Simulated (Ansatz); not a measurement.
**CuI (zinc blende), map of one atom of the cell**

CuI (zinc blende)

```
CuI
1.0
    0.00000     3.01151     3.01151
    3.01151     0.00000     3.01151
    3.01151     3.01151     0.00000
I Cu
1 1
Direct
  0.75000   0.75000   0.75000
  0.00000   0.00000   0.00000
```

Two-dimensional scan of atom 1 (I, nearest neighbour Cu at 2.608 Å; its periodic images, 4.3 Å or more away, move with it): u runs along (1.000, 0.000, 0.000), v along (0.000, 1.000, 0.000) (Cartesian). Cell and other atoms are fixed.

All values below come from r2SCAN (plane waves to 500 eV, PAW, scalar-relativistic; Ansatz, a program for electronic structure). k mesh 8×8×8 (Γ-centred), Fermi-Dirac smearing 0.05 eV. E stands for the smeared free energy. Points where atoms come too close for the PAW data are left out (x in tables, blank in figures). Fu and Fv are the components of the force on the atom. CuI is run without spin polarisation. CuI was relaxed with its symmetry unable to fall. Spin-orbit coupling is left out, though I is heavy. The zero of ΔE is the undisplaced structure. Axes are in Å.

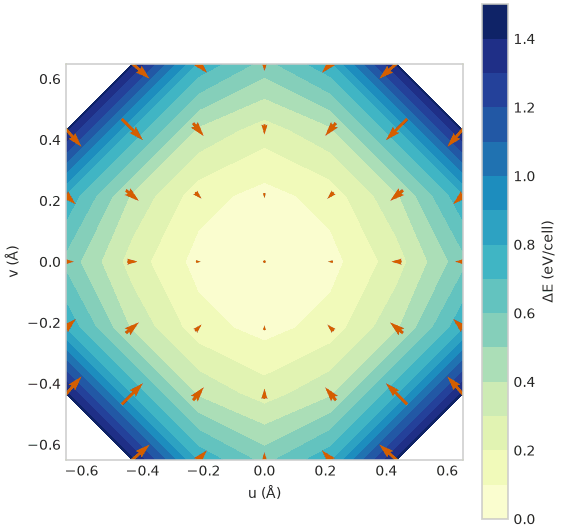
Figure: ΔE (eV/cell) over the plane, with arrows for the in-plane force on the moved atom.

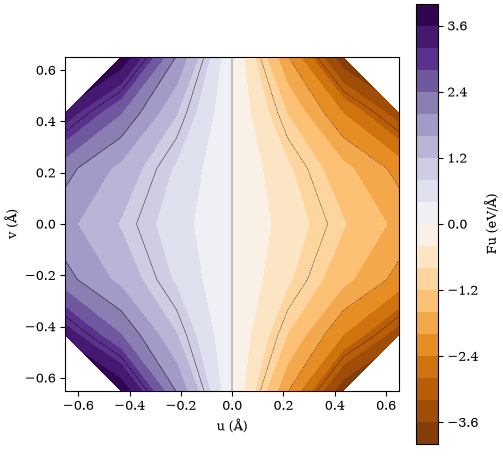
Fu (eV/Å) over the 7×7 grid of computed points.

Lowest place on the grid: u = 0.000 Å, v = 0.000 Å (0 meV/cell). Centre of the map: a minimum. Principal force constants in the plane (five-point differences of the forces): 2.6 eV/Å², isotropic.

(For displaced atoms, the force is minus the slope of the energy, and its curvature is a force constant, which sets phonon frequencies.)
